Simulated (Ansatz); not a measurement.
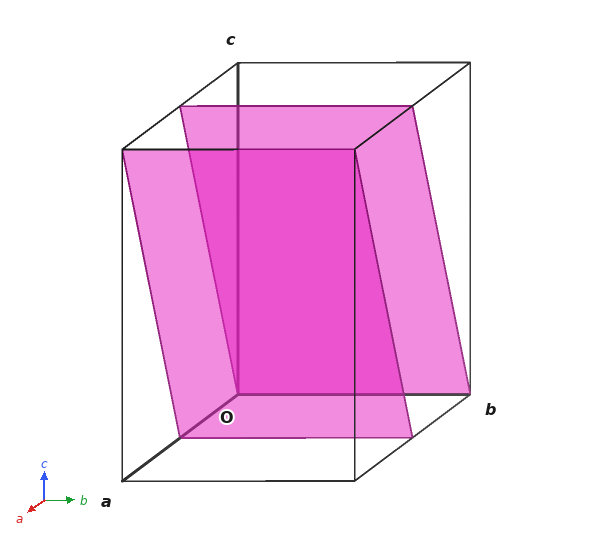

Crystal: Os, the end point of a relaxation at fixed volume with DFT r2SCAN, scalar-relativistic, plane waves, PAW in Ansatz 0.2.0. Every member of one family of equally spaced planes, hx + ky + lz = a whole number, that cuts the unit cell is shaded (one member passes through the origin O). The drawing is computed from the coordinates (standard cell, symmetry found to 0.002 Å).

a = 2.736 Å, b = 2.736 Å, c = 4.324 Å, α = 90.00°, β = 90.00°, γ = 120.00°.

Question: Index the planes.

Answer: (2 0 −1), in four indices (2 0 −2 −1); the opposite sign names the same planes. The member next to the origin meets the axes a at 1/2, b never, c at −1.

Question: What is the spacing?

Answer: d = 1.143 Å.

Question: The space group is P6_3/mmc, No. 194. How many reflections hkl are equivalent to this one (itself included), and does it occur?

Answer: 12 reflections are equivalent in the Laue class 6/mmm. The space group allows the reflection.
